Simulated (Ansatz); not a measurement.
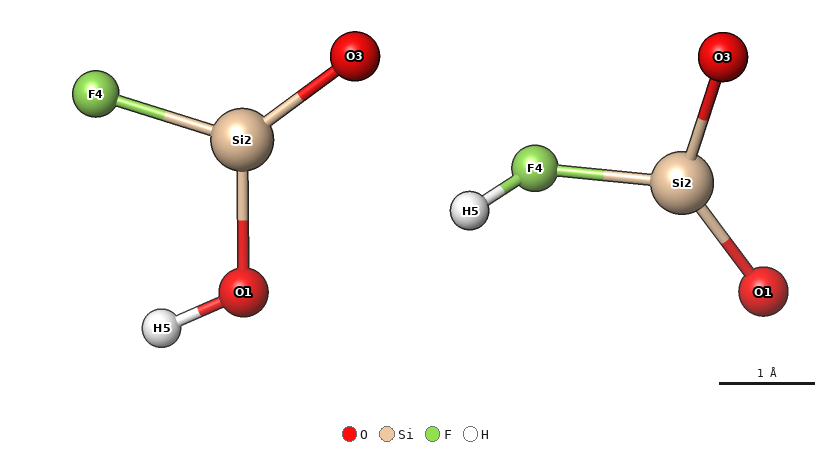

Two geometries of SiHO2F, drawn at one scale. One is the start of a relaxation, the other its converged end. The picture is a ball-and-stick view, seen at a tilt.

All numbers below come from Ansatz 0.2.0, RKS PBE-D4/def2-SVP. Settings: force threshold 0.03 eV/Å; at most 250 steps.

Which geometry has the lower energy?

Answer. The left one is the relaxed one. It is one of the separated reactants of a reaction. H5 moves most after the best rigid fit: 1.78 Å. By element the largest moves are H 1.78 Å, O 1.15 Å, F 0.85 Å, Si 0.57 Å. Some distances before and after: O1–H5 3.280 → 0.976 Å, F4–H5 0.910 → 2.598 Å, O1–Si2 1.506 → 1.646 Å, Si2–O3 1.608 → 1.536 Å. New bonds form, among them: O1–H5 (3.28 → 0.98 Å). Bonds break, among them: F4–H5 (0.91 → 2.60 Å). Bond angles that change, for instance: O3–Si2–F4 104.2° → 126.4°, O1–Si2–F4 126.7° → 105.9°. The energy falls by 5.050 eV in 23 accepted moves (25 points after the start). Largest force component: 11 eV/Å at the start, 0.013 eV/Å at the end. The line search rejected the trial steps at points 5, 19 of the run. Cost: 24 s on 2 threads of Intel Xeon Platinum 8259CL @ 2.50GHz, with other jobs on the host.
